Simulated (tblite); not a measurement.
```xyz
18
charge 0, multiplicity 1
C    -3.2147   -0.0920    0.1400
C    -1.7946   -0.3898   -0.3148
O    -0.9287    0.4232    0.4545
C     0.4274    0.2685    0.2842
C     1.2532    1.1026    1.0466
O     2.5116    1.0835    1.0352
B     3.2759    0.0043    0.2291
O     2.3117   -0.6625   -0.7727
C     1.0534   -0.5449   -0.6544
H    -3.4352    0.9612   -0.0085
H    -3.9201   -0.6892   -0.4299
H    -3.3200   -0.3226    1.1962
H    -1.6834   -0.1585   -1.3840
H    -1.5574   -1.4517   -0.1577
H     0.7784    1.8587    1.6738
H     3.6387   -0.8298    0.9993
H     4.1257    0.5488   -0.3890
H     0.4694   -1.1036   -1.3862
```

Describe the molecule in this file.

It has 18 atoms: 5 carbon, 9 hydrogen, 1 boron and 3 oxygen (C₅H₉BO₃). SMILES: `CCOC1=CO[BH2-][O+]=C1`. Independent rings (smallest set): 1 of 6 members. Among its groups: ether, alkene, B–H bond. This geometry has C1 symmetry. Coordination: 2 C tetrahedral; 3 O bent; 3 C trigonal planar; 1 B tetrahedral.

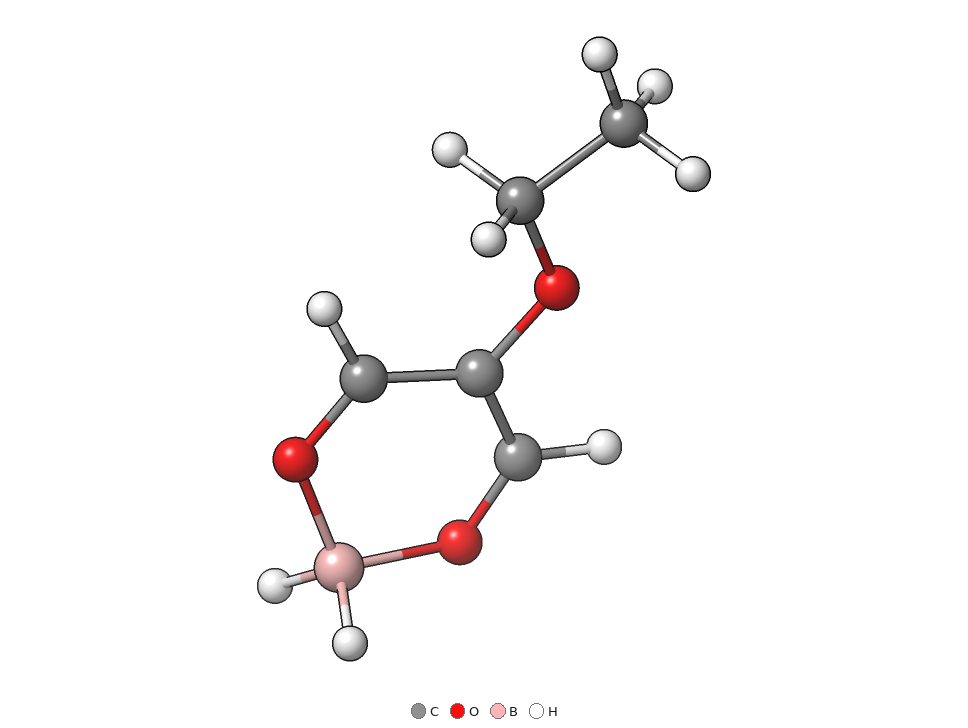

Source: calculation with tblite.
